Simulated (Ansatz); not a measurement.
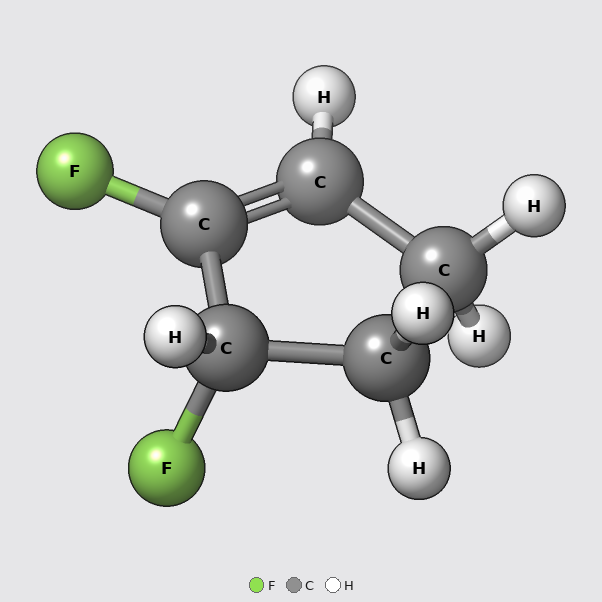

The computed structure is the end point of a PBE0-D4/def2-TZVP optimisation.

Description:

Formula C₅H₆F₂. Its SMILES string is `FC1=CCC[C@@H]1F`. Independent rings (smallest set): 1 of 5 members. Among its groups: alkene, C–F bond. The point group is C1. Coordination: 2 C trigonal planar; 3 C tetrahedral.

More results for the same structure follow; atom numbers are the same in all pictures, views and colours differ.

## Shape

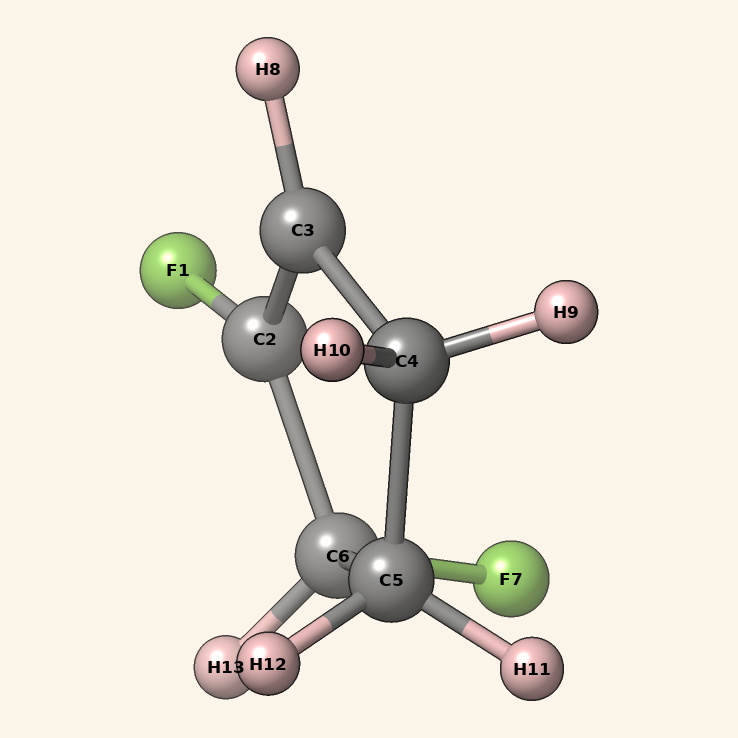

C6 lies behind C5. The molecule seen a little off the C5–C6 bond, C5 in front. Distant atoms are faded towards the background colour.

Question: What is the torsion angle C4–C5–C6–F7? The sign is positive where the front bond must turn clockwise to cover the back bond.

Answer: 100°, anticlinal. The bonds about C5–C6 are eclipsed.

## Dipole moment

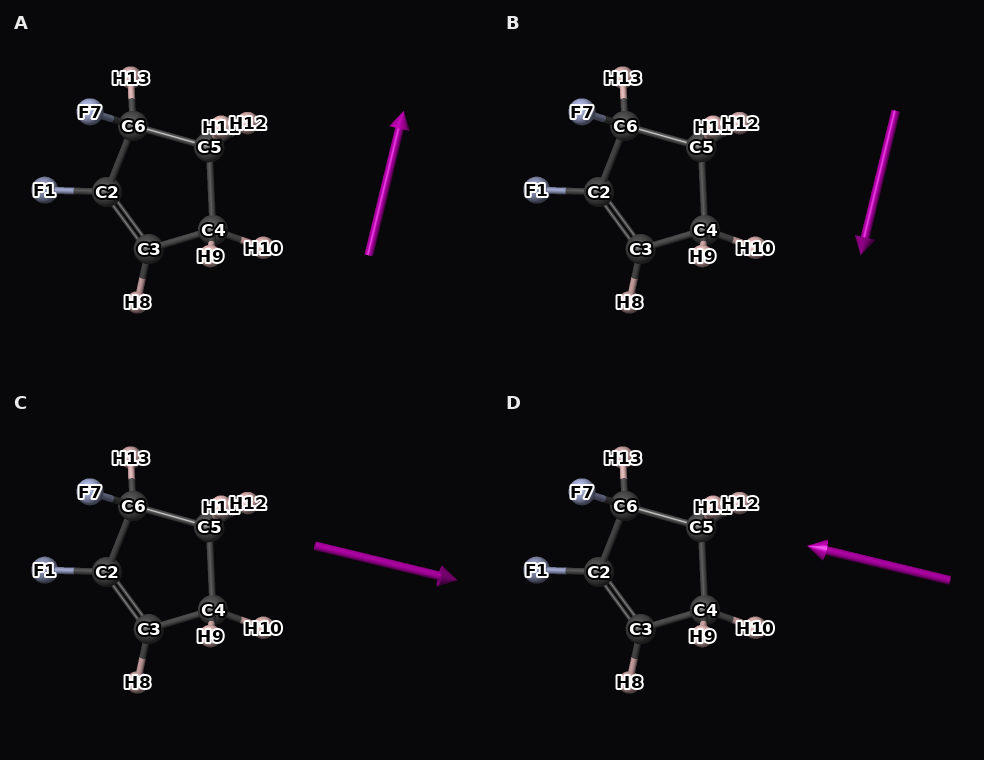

The same molecule four times, each with an arrow. Method: RKS r2SCAN-D4/def2-TZVPP (Ansatz 0.2.0).

Question: Which arrow points along the dipole moment, from the negative to the positive end?

Answer: C. The dipole moment is 2.63 D; it points from the side of F1, F7 to the side of H10 (the outermost atoms at the two ends).

## Charges

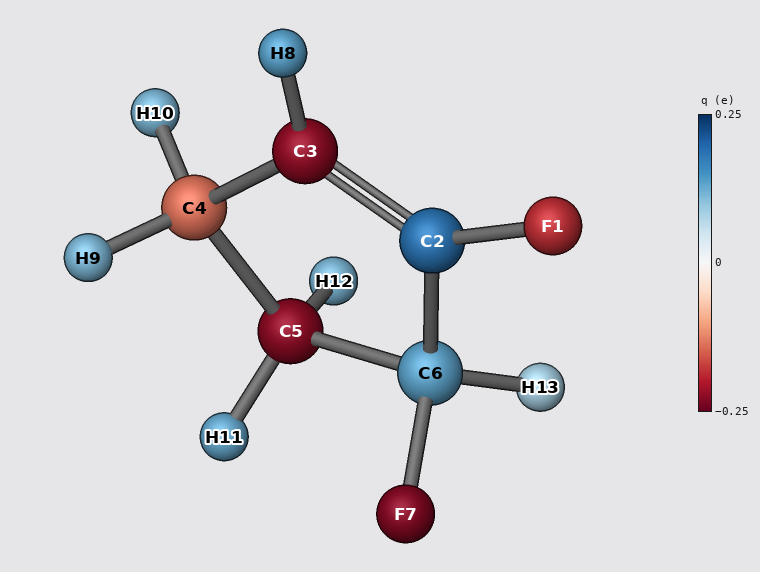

Atoms are coloured by their Mulliken charges. Level of theory: RKS PBE0-D4/def2-TZVP (Ansatz 0.2.0).

List the Mulliken charges.

```csv
atom,value (e)
F1,−0.18
C2,0.18
C3,−0.22
C4,−0.14
C5,−0.22
C6,0.13
F7,−0.23
H8,0.13
H9,0.11
H10,0.11
H11,0.13
H12,0.11
H13,0.08
```

## Vibrations

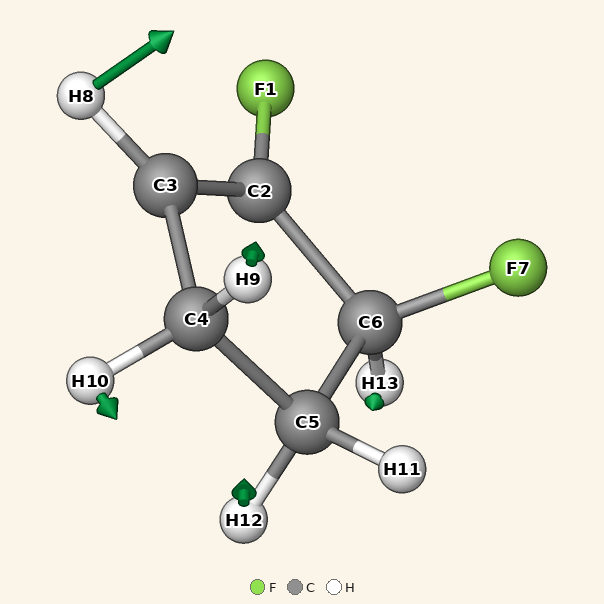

The arrows show one normal mode. Harmonic vibrations computed with RKS PBE0-D4/def2-TZVP (Ansatz 0.2.0) at a stationary point of the same level.

Question: Estimate its harmonic wavenumber.

Answer: 865 cm⁻¹; it is mode 10 of 33 counted from the lowest.

Mulliken values depend strongly on the basis set and can even reverse the polarity of a bond.
